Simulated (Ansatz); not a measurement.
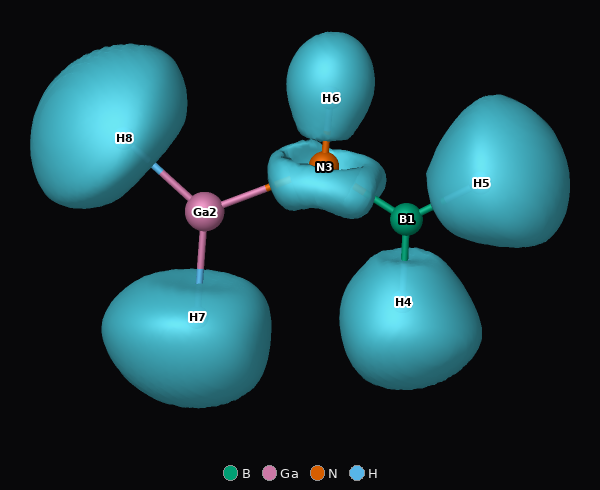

Figure. BGaH5N (SMILES B[NH][GaH2]). Isosurface of the electron localisation function at 0.8 (cyan), seen at a tilt. Only the valence region is drawn (cores and ρ < 0.01 e/Å³ removed).

Geometry: B3LYP-D3(BJ)/def2-SVP.

These are results of Ansatz 0.2.0, isolated molecule in a Gaussian basis; Kohn-Sham density functional theory, functional PBE0, not measurements.

```yaml
atoms:
  - { symbol: B, position_ang: [-0.0822, -2.2666, 2.0581] }
  - { symbol: Ga, position_ang: [-1.6118, -0.7031, 0.1229] }
  - { symbol: N, position_ang: [-0.9739, -2.2371, 0.9713] }
  - { symbol: H, position_ang: [0.3306, -1.2226, 2.5108] }
  - { symbol: H, position_ang: [0.2672, -3.3236, 2.5342] }
  - { symbol: H, position_ang: [-1.2968, -3.1370, 0.6205] }
  - { symbol: H, position_ang: [-1.1012, 0.6615, 0.6799] }
  - { symbol: H, position_ang: [-2.6007, -0.9420, -1.0693] }
```

> Where are the electrons localised?

At this value the surface marks out five regions around hydrogen nuclei and one region on N in which the atom's valence shell and bonds are merged.

Values along the shortest contacts:
B–N (1.41 Å): the ELF peaks at about 0.95 between the atoms; a short, strongly polar bond. Ga–N (1.87 Å): the ELF peaks at about 0.90 in the valence shell of N, 0.6 Å from its nucleus, and is about 0.35 at the midpoint.
